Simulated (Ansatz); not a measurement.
**H5O2PSi: single points with varied inputs**

Aim: run H5O2PSi under a spread of inputs, and see what each costs and gives.

The runs use Ansatz 0.2.0, Gaussian basis; the settings change from run to run.

### 1 The molecule

The geometry comes from an earlier relaxation with PBE0-D4 in a triple-zeta def2 set; it is a stationary point, not always the lowest conformer.

9 atoms, charge 0, spin multiplicity 1.

Atoms are counted from 1 here; the program's logs count them from 0.

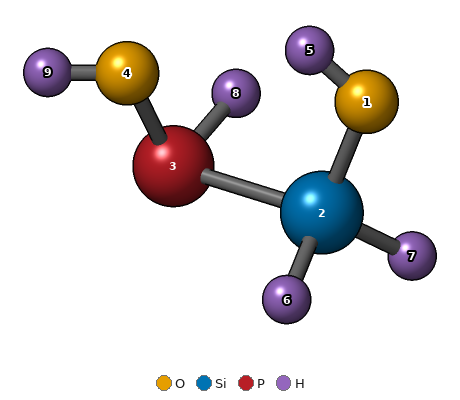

The structure; oxygen amber, silicon blue, phosphorus red, hydrogen purple; atoms are numbered from 1 in the order of the file.

### 2 revPBE0/def2-SVPD

Options: density fitting with cc-pVTZ-jkfit, D3(BJ) with three-body dispersion, the search for lower states set to full.

in.yaml

```yaml
crystal:
  periodic: [false, false, false]
  atoms:
    - {symbol: O, position_ang: [-0.981315, 0.748180, -1.259536]}
    - {symbol: Si, position_ang: [0.433506, 0.977709, -0.449699]}
    - {symbol: P, position_ang: [0.898015, -0.879949, 0.758532]}
    - {symbol: O, position_ang: [-0.718365, -1.189693, 1.099907]}
    - {symbol: H, position_ang: [-1.618575, 0.199288, -0.794141]}
    - {symbol: H, position_ang: [0.333588, 2.124330, 0.494300]}
    - {symbol: H, position_ang: [1.509217, 1.242814, -1.437084]}
    - {symbol: H, position_ang: [1.028750, -1.694859, -0.405189]}
    - {symbol: H, position_ang: [-0.796322, -1.574119, 1.975908]}
basis:
  gaussian: {orbitals: def2-SVPD, fitting: {mean_field: cc-pVTZ-jkfit}}
hamiltonian: {xc: {name: revPBE0}, dispersion: d3bjatm}
scf: {lower_state_search: full}
```

Run with:

```
$ ansatz run in.yaml --threads 2 --pin off --events-out ev --progress --plain --max-ram 4352MiB
```

The log of the run:

```text
Functional definition: revPBE0
  name "revPBE0"
  cite "Zhang & Yang, Phys. Rev. Lett. 80, 890 (1998) doi:10.1103/PhysRevLett.80.890"
  cite "Adamo & Barone, J. Chem. Phys. 110, 6158 (1999) doi:10.1063/1.478522"
  cite "Perdew, Burke & Ernzerhof, Phys. Rev. Lett. 77, 3865 (1996) doi:10.1103/PhysRevLett.77.3865"
  parameter a = 0.25
  parameter kappa = 1.245
  parameter beta = 0.06672455060314922
  exchange = (1 - a)*pbe_x(kappa = kappa, mu = beta*pi^2/3) + a*exact_x
  correlation = pbe_c(beta = beta)
550 factors; integrals over basis functions are off by at most 1.5e-1 eV
mean field evaluation 1: about -21322.6485 eV, gradient 6.4e1 eV
mean field evaluation 2: about -21322.6501 eV, gradient 6.4e1 eV
mean field evaluation 4: about -21329.7164 eV, gradient 6.0e0 eV
mean field evaluation 8: about -21329.8224 eV, gradient 3.0e-2 eV
mean field evaluation 16: about -21329.8224 eV, gradient 1.3e-5 eV
mean field -21329.82240978 eV, -783.8565156867 hartree, gradient 1.3e-5 eV, S^2 0.000000; 0 other end points of the search recorded, 0 dependent functions left out
reference -21329.82245712 eV, -783.8565174260 hartree; 25, 25 occupied and 109, 109 virtual orbitals, 550 factors
Total energy: -21330.24563106 eV, -783.8720687816 hartree
```

Wall time 2.1 s (2 threads of Arm Neoverse V1, shared host).

### 3 SPW92/def2-TZVP

This run has unrestricted orbitals, atoms shaken by 0.03 Å, a grid of angular degree 47, high accuracy.

in.yaml

```yaml
crystal:
  periodic: [false, false, false]
  atoms:
    - {symbol: O, position_ang: [-0.990054, 0.703201, -1.254975]}
    - {symbol: Si, position_ang: [0.426287, 0.944219, -0.428797]}
    - {symbol: P, position_ang: [0.900324, -0.886180, 0.754244]}
    - {symbol: O, position_ang: [-0.722691, -1.194644, 1.094979]}
    - {symbol: H, position_ang: [-1.690590, 0.214568, -0.845924]}
    - {symbol: H, position_ang: [0.327852, 2.091655, 0.456220]}
    - {symbol: H, position_ang: [1.455093, 1.259987, -1.414667]}
    - {symbol: H, position_ang: [1.012755, -1.689335, -0.404797]}
    - {symbol: H, position_ang: [-0.813477, -1.568278, 2.008284]}
basis:
  gaussian: {orbitals: def2-TZVP, final_grid: {core_spheres: 20, valence_spheres: 16, degree: 47}}
magnetization: {spin_polarized: true, initial_magnetization: 0}
hamiltonian: {xc: {name: SPW92}}
accuracy: high
output: {forces: true}
```

Same command.

The log of the run, cut to the lines that bear on the results:

```text
Functional definition: SPW92
  name "SPW92"
  cite "Dirac, Proc. Camb. Phil. Soc. 26, 376 (1930) doi:10.1017/S0305004100016108"
  cite "Slater, Phys. Rev. 81, 385 (1951) doi:10.1103/PhysRev.81.385"
  cite "Perdew & Wang, Phys. Rev. B 45, 13244 (1992) doi:10.1103/PhysRevB.45.13244"
[...]
3044 factors; integrals over basis functions are off by at most 6.7e-9 eV
[...]
mean field -21249.76140263 eV, -780.9143279410 hartree, gradient 7.6e-8 eV, S^2 0.000000; 0 other end points of the search recorded, 0 dependent functions left out
[...]
reference -21249.76140647 eV, -780.9143280822 hartree; 25, 25 occupied and 141, 141 virtual orbitals, 3044 factors
Total energy: -21249.76140647 eV, -780.9143280822 hartree
Atom 0 at    -0.990054     0.703201    -1.254975 Å, force     1.328817     0.817858    -0.532737 eV/Å
Atom 1 at     0.426287     0.944219    -0.428797 Å, force    -0.915147    -0.568899    -0.501465 eV/Å
Atom 2 at     0.900324    -0.886180     0.754244 Å, force    -0.111314     0.037558     0.625865 eV/Å
Atom 3 at    -0.722691    -1.194644     1.094979 Å, force     0.002616    -0.228343     0.654812 eV/Å
Atom 4 at    -1.690590     0.214568    -0.845924 Å, force    -0.857193    -0.730113     0.743989 eV/Å
Atom 5 at     0.327852     2.091655     0.456220 Å, force    -0.122631     0.597979     0.640247 eV/Å
Atom 6 at     1.455093     1.259987    -1.414667 Å, force     0.494523     0.004148    -0.454996 eV/Å
Atom 7 at     1.012755    -1.689335    -0.404797 Å, force     0.038449    -0.254711    -0.420409 eV/Å
Atom 8 at    -0.813477    -1.568278     2.008284 Å, force     0.141878     0.324523    -0.755305 eV/Å
Dipole moment:    -0.088956    -0.229755     0.344478 e Å
```

Wall time 12 s (2 threads of Arm Neoverse V1, shared host); peak memory 0.65 GiB.

Largest force 1.649 eV/Å, dipole 2.03 D, ⟨S²⟩ 0.000.

### 4 r2SCAN0/cc-pVDZ

Options: unrestricted orbitals, D4 dispersion.

in.yaml

```yaml
crystal:
  periodic: [false, false, false]
  atoms:
    - {symbol: O, position_ang: [-0.981315, 0.748180, -1.259536]}
    - {symbol: Si, position_ang: [0.433506, 0.977709, -0.449699]}
    - {symbol: P, position_ang: [0.898015, -0.879949, 0.758532]}
    - {symbol: O, position_ang: [-0.718365, -1.189693, 1.099907]}
    - {symbol: H, position_ang: [-1.618575, 0.199288, -0.794141]}
    - {symbol: H, position_ang: [0.333588, 2.124330, 0.494300]}
    - {symbol: H, position_ang: [1.509217, 1.242814, -1.437084]}
    - {symbol: H, position_ang: [1.028750, -1.694859, -0.405189]}
    - {symbol: H, position_ang: [-0.796322, -1.574119, 1.975908]}
basis:
  gaussian: {orbitals: cc-pVDZ}
magnetization: {spin_polarized: true, initial_magnetization: 0}
hamiltonian: {xc: {name: r2SCAN0}, dispersion: d4}
output: {forces: true}
```

Same command.

The log of the run, cut to the lines that bear on the results:

```text
Functional definition: r2SCAN0
  name "r2SCAN0"
  cite "Bursch, Neugebauer, Ehlert & Grimme, J. Chem. Phys. 156, 134105 (2022) doi:10.1063/5.0086040"
  cite "Furness, Kaplan, Ning, Perdew & Sun, J. Phys. Chem. Lett. 11, 8208 (2020) doi:10.1021/acs.jpclett.0c02405"
  cite "Furness, Kaplan, Ning, Perdew & Sun, J. Phys. Chem. Lett. 11, 9248 (2020) doi:10.1021/acs.jpclett.0c03077"
  parent r2scan
[...]
847 factors; integrals over basis functions are off by at most 1.2e-3 eV
[...]
mean field -21338.60643655 eV, -784.1793227161 hartree, gradient 4.1e-5 eV, S^2 0.000000; 0 other end points of the search recorded, 0 dependent functions left out
[...]
reference -21338.60644524 eV, -784.1793230358 hartree; 25, 25 occupied and 64, 64 virtual orbitals, 847 factors
Total energy: -21338.66024924 eV, -784.1813002963 hartree
Atom 0 at    -0.981315     0.748180    -1.259536 Å, force    -0.826709    -0.142050    -0.517422 eV/Å
Atom 1 at     0.433506     0.977709    -0.449699 Å, force     0.712844     0.137132     0.457438 eV/Å
Atom 2 at     0.898015    -0.879949     0.758532 Å, force     0.789349     0.085913     0.042929 eV/Å
Atom 3 at    -0.718365    -1.189693     1.099907 Å, force    -0.848069    -0.041112     0.051684 eV/Å
Atom 4 at    -1.618575     0.199288    -0.794141 Å, force     0.023521    -0.045418     0.059441 eV/Å
Atom 5 at     0.333588     2.124330     0.494300 Å, force     0.002531     0.076002     0.081399 eV/Å
Atom 6 at     1.509217     1.242814    -1.437084 Å, force     0.052722     0.005243    -0.063901 eV/Å
Atom 7 at     1.028750    -1.694859    -0.405189 Å, force     0.035887    -0.085602    -0.130107 eV/Å
Atom 8 at    -0.796322    -1.574119     1.975908 Å, force     0.057924     0.009893     0.018538 eV/Å
Dipole moment:    -0.053958    -0.220135     0.319386 e Å
```

Run time: 7 s. Hardware: 2 threads of Arm Neoverse V1, shared host; peak memory 0.28 GiB.

Largest force 0.986 eV/Å, dipole 1.88 D, ⟨S²⟩ 0.000.

### 5 B3LYP5/aug-cc-pVDZ

Set apart from the defaults: high accuracy, the search for lower states set to full.

in.yaml, as its differences from that of step 4:

```diff
@@ -13,5 +13,5 @@
 basis:
-  gaussian: {orbitals: cc-pVDZ}
-magnetization: {spin_polarized: true, initial_magnetization: 0}
-hamiltonian: {xc: {name: r2SCAN0}, dispersion: d4}
-output: {forces: true}
+  gaussian: {orbitals: aug-cc-pVDZ}
+hamiltonian: {xc: {name: B3LYP5}}
+accuracy: high
+scf: {lower_state_search: full}
```

The command is unchanged.

The log of the run, cut to the lines that bear on the results:

```text
Functional definition: B3LYP5
  name "B3LYP5"
  cite "Stephens, Devlin, Chabalowski & Frisch, J. Phys. Chem. 98, 11623 (1994) doi:10.1021/j100096a001"
  cite "Becke, Phys. Rev. A 38, 3098 (1988) doi:10.1103/PhysRevA.38.3098"
  cite "Lee, Yang & Parr, Phys. Rev. B 37, 785 (1988) doi:10.1103/PhysRevB.37.785"
  cite "Vosko, Wilk & Nusair, Can. J. Phys. 58, 1200 (1980) doi:10.1139/p80-159"
[...]
2937 factors; integrals over basis functions are off by at most 3.4e-9 eV
[...]
mean field -21339.56810320 eV, -784.2146633138 hartree, gradient 3.1e-8 eV, S^2 0.000000; 0 other end points of the search recorded, 0 dependent functions left out
reference -21339.56815539 eV, -784.2146652317 hartree; 25, 25 occupied and 120, 120 virtual orbitals, 2937 factors
Total energy: -21339.56815539 eV, -784.2146652317 hartree
```

Run time: 14 s. Hardware: 2 threads of Arm Neoverse V1, shared host; peak memory 0.69 GiB.

### 6 BHLYP/cc-pVDZ

This run has D3(BJ) with three-body dispersion.

in.yaml, as its differences from that of step 5:

```diff
@@ -13,5 +13,3 @@
 basis:
-  gaussian: {orbitals: aug-cc-pVDZ}
-hamiltonian: {xc: {name: B3LYP5}}
-accuracy: high
-scf: {lower_state_search: full}
+  gaussian: {orbitals: cc-pVDZ}
+hamiltonian: {xc: {name: BHLYP}, dispersion: d3bjatm}
```

The command is unchanged.

The log of the run:

```text
Functional definition: BHLYP
  name "BHLYP"
  cite "Becke, J. Chem. Phys. 98, 1372 (1993) doi:10.1063/1.464304"
  cite "Becke, Phys. Rev. A 38, 3098 (1988) doi:10.1103/PhysRevA.38.3098"
  cite "Lee, Yang & Parr, Phys. Rev. B 37, 785 (1988) doi:10.1103/PhysRevB.37.785"
  parameter a = 0.5
  exchange = (1 - a)*b88_x + a*exact_x
  correlation = lyp_c
847 factors; integrals over basis functions are off by at most 1.2e-3 eV
mean field evaluation 1: about -21335.4386 eV, gradient 5.4e1 eV
mean field evaluation 2: about -21332.8638 eV, gradient 6.5e1 eV
mean field evaluation 4: about -21340.3101 eV, gradient 6.9e-1 eV
mean field evaluation 8: about -21340.7394 eV, gradient 9.2e-2 eV
mean field evaluation 16: about -21340.7395 eV, gradient 1.3e-4 eV
mean field -21340.73954012 eV, -784.2577128267 hartree, gradient 1.9e-5 eV, S^2 0.000000; 0 other end points of the search recorded, 0 dependent functions left out
reference -21340.73970661 eV, -784.2577189449 hartree; 25, 25 occupied and 64, 64 virtual orbitals, 847 factors
Total energy: -21341.03285607 eV, -784.2684919888 hartree
```

It took 1.9 s on 2 threads of Arm Neoverse V1, shared host.

### 7 BHLYP/aug-cc-pVTZ

Set apart from the defaults: D3(BJ) dispersion.

in.yaml, as its differences from that of step 6:

```diff
@@ -13,3 +13,4 @@
 basis:
-  gaussian: {orbitals: cc-pVDZ}
-hamiltonian: {xc: {name: BHLYP}, dispersion: d3bjatm}
+  gaussian: {orbitals: aug-cc-pVTZ}
+hamiltonian: {xc: {name: BHLYP}, dispersion: d3bj}
+output: {forces: true}
```

Same command.

The log of the run, cut to the lines that bear on the results:

```text
Functional definition: BHLYP
  name "BHLYP"
  cite "Becke, J. Chem. Phys. 98, 1372 (1993) doi:10.1063/1.464304"
  cite "Becke, Phys. Rev. A 38, 3098 (1988) doi:10.1103/PhysRevA.38.3098"
  cite "Lee, Yang & Parr, Phys. Rev. B 37, 785 (1988) doi:10.1103/PhysRevB.37.785"
[...]
1570 factors; their error is unknown
[...]
mean field -21343.72691507 eV, -784.3674968311 hartree, gradient 4.3e-5 eV, S^2 0.000000; 0 other end points of the search recorded, 0 dependent functions left out
[...]
reference -21343.72711886 eV, -784.3675043203 hartree; 25, 25 occupied and 282, 282 virtual orbitals, 1570 factors
Total energy: -21344.02050711 eV, -784.3782861396 hartree
Atom 0 at    -0.981315     0.748180    -1.259536 Å, force    -0.207934    -0.324554     0.404987 eV/Å
Atom 1 at     0.433506     0.977709    -0.449699 Å, force     0.100413     0.285426    -0.086885 eV/Å
Atom 2 at     0.898015    -0.879949     0.758532 Å, force    -0.103351    -0.131169    -0.305222 eV/Å
Atom 3 at    -0.718365    -1.189693     1.099907 Å, force     0.141560    -0.225066     0.569578 eV/Å
Atom 4 at    -1.618575     0.199288    -0.794141 Å, force     0.296341     0.302705    -0.300321 eV/Å
Atom 5 at     0.333588     2.124330     0.494300 Å, force     0.001247    -0.172135    -0.154840 eV/Å
Atom 6 at     1.509217     1.242814    -1.437084 Å, force    -0.164820    -0.042368     0.153178 eV/Å
Atom 7 at     1.028750    -1.694859    -0.405189 Å, force    -0.009917     0.105685     0.232207 eV/Å
Atom 8 at    -0.796322    -1.574119     1.975908 Å, force    -0.053539     0.201476    -0.512683 eV/Å
Dipole moment:    -0.008418    -0.205850     0.320241 e Å
```

Run time: 15 s. Hardware: 2 threads of Arm Neoverse V1, shared host; peak memory 1.1 GiB.

Largest force 0.629 eV/Å, dipole 1.83 D.

### 8 wB97X/ANO-RCC-VTZP

Set apart from the defaults: atoms shaken by 0.03 Å, high accuracy.

in.yaml

```yaml
crystal:
  periodic: [false, false, false]
  atoms:
    - {symbol: O, position_ang: [-1.029626, 0.764800, -1.297661]}
    - {symbol: Si, position_ang: [0.441958, 1.020400, -0.475040]}
    - {symbol: P, position_ang: [0.947091, -0.896320, 0.770323]}
    - {symbol: O, position_ang: [-0.701462, -1.178440, 1.112593]}
    - {symbol: H, position_ang: [-1.601720, 0.188559, -0.804109]}
    - {symbol: H, position_ang: [0.379534, 2.109235, 0.531548]}
    - {symbol: H, position_ang: [1.472290, 1.230813, -1.458944]}
    - {symbol: H, position_ang: [1.023892, -1.684032, -0.412488]}
    - {symbol: H, position_ang: [-0.776674, -1.634463, 1.966044]}
basis:
  gaussian: {orbitals: ANO-RCC-VTZP}
hamiltonian: {xc: {name: wB97X}}
accuracy: high
output: {forces: true}
```

Launched as before.

The log of the run, cut to the lines that bear on the results:

```text
Functional definition: wB97X
  name "wB97X"
  cite "Chai & Head-Gordon, J. Chem. Phys. 128, 084106 (2008) doi:10.1063/1.2834918"
  cite "Becke, J. Chem. Phys. 107, 8554 (1997) doi:10.1063/1.475007"
[...]
  # The coefficients of nought are those of the uniform gas.
[...]
      + exact_x_lr(omega)
[...]
      + integral(e_c_pw_opposite_spin*poly(b97_u_opposite, 1, cos1, cos2, cos3, cos4))
3772 factors; integrals over basis functions are off by at most 3.3e-9 eV
658 factors; integrals over basis functions are off by at most 1.8e-9 eV
[...]
mean field -21386.70750923 eV, -785.9470045333 hartree, gradient 4.5e-8 eV, S^2 0.000000; 0 other end points of the search recorded, 0 dependent functions left out
[...]
reference -21386.70750273 eV, -785.9470042945 hartree; 25, 25 occupied and 173, 173 virtual orbitals, 3772 factors
Total energy: -21386.70750273 eV, -785.9470042945 hartree
Relativity: scalar
Atom 0 at    -1.029626     0.764800    -1.297661 Å, force     1.575472     0.523242     0.569323 eV/Å
Atom 1 at     0.441958     1.020400    -0.475040 Å, force    -1.227357    -1.156796     0.469476 eV/Å
Atom 2 at     0.947091    -0.896320     0.770323 Å, force    -0.805177     0.614563    -0.641761 eV/Å
Atom 3 at    -0.701462    -1.178440     1.112593 Å, force     0.425553    -0.293769     0.611218 eV/Å
Atom 4 at    -1.601720     0.188559    -0.804109 Å, force    -0.425671    -0.317348     0.233934 eV/Å
Atom 5 at     0.379534     2.109235     0.531548 Å, force    -0.110959     0.103293    -0.202013 eV/Å
Atom 6 at     1.472290     1.230813    -1.458944 Å, force     0.498589     0.255891    -0.512810 eV/Å
Atom 7 at     1.023892    -1.684032    -0.412488 Å, force     0.070888    -0.053894     0.071028 eV/Å
Atom 8 at    -0.776674    -1.634463     1.966044 Å, force    -0.001338     0.324819    -0.598395 eV/Å
Dipole moment:     0.066893    -0.172118     0.303550 e Å
```

It took 6.2 min on 2 threads of Arm Neoverse V1, shared host; peak memory 1.7 GiB.

Largest force 1.755 eV/Å, dipole 1.71 D.

### 9 BLYP/x2c-TZVPPall

Options: atoms shaken by 0.08 Å, D3(BJ) dispersion, high accuracy.

in.yaml

```yaml
crystal:
  periodic: [false, false, false]
  atoms:
    - {symbol: O, position_ang: [-1.145582, 0.745337, -1.221685]}
    - {symbol: Si, position_ang: [0.315004, 1.012447, -0.515810]}
    - {symbol: P, position_ang: [1.020711, -0.940473, 0.725471]}
    - {symbol: O, position_ang: [-0.765834, -1.254463, 1.126036]}
    - {symbol: H, position_ang: [-1.697041, 0.237027, -0.808402]}
    - {symbol: H, position_ang: [0.450346, 2.185915, 0.509427]}
    - {symbol: H, position_ang: [1.437506, 1.289113, -1.445011]}
    - {symbol: H, position_ang: [0.978059, -1.799798, -0.407710]}
    - {symbol: H, position_ang: [-0.874220, -1.551794, 2.004041]}
basis:
  gaussian: {orbitals: x2c-TZVPPall}
hamiltonian: {xc: {name: BLYP}, dispersion: d3bj}
accuracy: high
output: {forces: true}
```

The command is unchanged.

The log of the run, cut to the lines that bear on the results:

```text
Functional definition: BLYP
  name "BLYP"
  cite "Becke, Phys. Rev. A 38, 3098 (1988) doi:10.1103/PhysRevA.38.3098"
  cite "Lee, Yang & Parr, Phys. Rev. B 37, 785 (1988) doi:10.1103/PhysRevB.37.785"
[...]
3755 factors; integrals over basis functions are off by at most 4.0e-8 eV
[...]
mean field -21386.15270381 eV, -785.9266158099 hartree, gradient 4.8e-8 eV, S^2 0.000000; 0 other end points of the search recorded, 0 dependent functions left out
[...]
reference -21386.15276201 eV, -785.9266179490 hartree; 25, 25 occupied and 191, 191 virtual orbitals, 3755 factors
Total energy: -21386.57115896 eV, -785.9419937530 hartree
Relativity: scalar
Atom 0 at    -1.145582     0.745337    -1.221685 Å, force     5.287029     5.107506    -4.112474 eV/Å
Atom 1 at     0.315004     1.012447    -0.515810 Å, force     1.472664    -0.119600     1.631484 eV/Å
Atom 2 at     1.020711    -0.940473     0.725471 Å, force    -2.305812     0.474920     0.136816 eV/Å
Atom 3 at    -0.765834    -1.254463     1.126036 Å, force     1.562658     0.951090    -2.365866 eV/Å
Atom 4 at    -1.697041     0.237027    -0.808402 Å, force    -5.376997    -4.977086     4.034963 eV/Å
Atom 5 at     0.450346     2.185915     0.509427 Å, force    -0.548927    -0.748244    -0.647888 eV/Å
Atom 6 at     1.437506     1.289113    -1.445011 Å, force    -0.289221    -0.023440    -0.454263 eV/Å
Atom 7 at     0.978059    -1.799798    -0.407710 Å, force     0.119251    -0.037744    -0.198168 eV/Å
Atom 8 at    -0.874220    -1.551794     2.004041 Å, force     0.079354    -0.627402     1.975395 eV/Å
Dipole moment:     0.012094    -0.107282     0.190676 e Å
```

Wall time 20 s (2 threads of Arm Neoverse V1, shared host); peak memory 1.1 GiB.

Largest force 8.423 eV/Å, dipole 1.05 D.

### 10 All runs side by side

| level | charge | multiplicity | geometry | functions | energy (eV) | time |
| --- | --- | --- | --- | --- | --- | --- |
| revPBE0/def2-SVPD | 0 | 1 | relaxed | 134 | -21330.246 | 2.1 s |
| SPW92/def2-TZVP | 0 | 1 | shaken | 166 | -21249.761 | 12 s |
| r2SCAN0/cc-pVDZ | 0 | 1 | relaxed | 89 | -21338.660 | 7 s |
| B3LYP5/aug-cc-pVDZ | 0 | 1 | relaxed | 145 | -21339.568 | 14 s |
| BHLYP/cc-pVDZ | 0 | 1 | relaxed | 89 | -21341.033 | 1.9 s |
| BHLYP/aug-cc-pVTZ | 0 | 1 | relaxed | 307 | -21344.021 | 15 s |
| wB97X/ANO-RCC-VTZP | 0 | 1 | shaken | 198 | -21386.708 | 6.2 min |
| BLYP/x2c-TZVPPall | 0 | 1 | shaken | 216 | -21386.571 | 20 s |

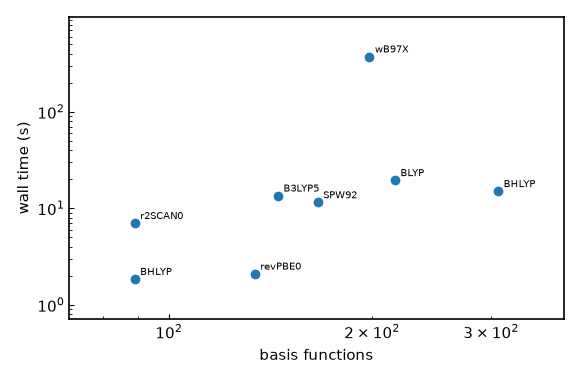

Wall time against the number of basis functions (shared host).

### 11 Results

| quantity | value |
| --- | --- |
| runs | 8 |
| quickest | BHLYP/cc-pVDZ, 1.9 s |
| slowest | wB97X/ANO-RCC-VTZP, 6.2 min |
| spread of total energies, same state and geometry | 13.8 eV |
| dipole, same state and geometry | 1.83 to 1.88 D |

What this shows: wB97X/ANO-RCC-VTZP took 202 times as long as BHLYP/cc-pVDZ. The jobs differ in tasks and options as well as level. The totals spread over 14 eV; they can't be compared across methods or bases. At the PBE0-D4/def2-TZVP geometry and in the same state, runs without warnings or point charges leave forces up to 0.99 eV/Å (r2SCAN0/cc-pVDZ), against 8.4 eV/Å where the atoms were moved.
